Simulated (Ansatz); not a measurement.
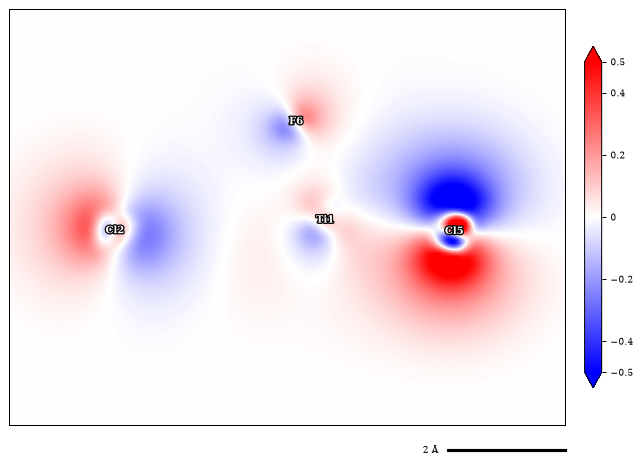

Figure 1: ClFH₂O₂Ti···HCl. The HOMO−1 on the plane of atoms Cl5, Ti1 and F6 (values in Å⁻³ᐟ²; the overall sign is arbitrary).

Not at a stationary point (largest force 1.5 eV/Å).

The calculation used RKS B3LYP/def2-SVP (Ansatz 0.2.0).

```xyz
9

Ti    0.0219    0.6473   -0.3919
Cl    1.1546   -0.9114    2.6186
O     1.4150   -0.4066   -0.5866
H     1.7798   -1.0119    0.0774
Cl   -0.3685    1.6542   -2.3143
F    -1.3683   -0.2444    0.1533
O     0.4025    1.9047    0.9408
H     1.1235    2.5435    0.8747
H     0.8426    0.3801    2.4703
```

### What is the character of this orbital?

It lies mainly on Cl5 (about 60 %), Cl2 (about 15 %), O7 (about 15 %) and Ti1 (about 5 %). Its energy is −8.91 eV.
